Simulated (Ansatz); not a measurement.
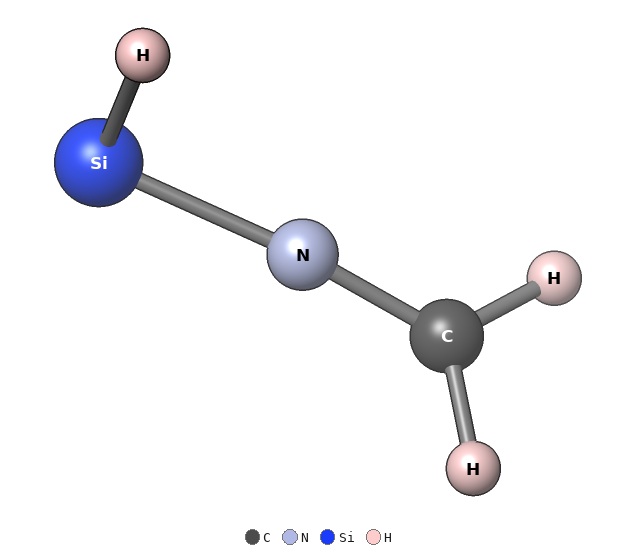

Depth is shown by fading: the farther an atom, the more it takes the colour of the background. Computed geometry: PBE-D4/def2-SVP optimisation. No frequency run is at hand to confirm it as a minimum.

List the symmetry elements and name the point group.

Answer. It has 1 mirror plane, so the point group is Cs. The group has 2 operations. The geometry is achiral, and symmetry allows a dipole moment.
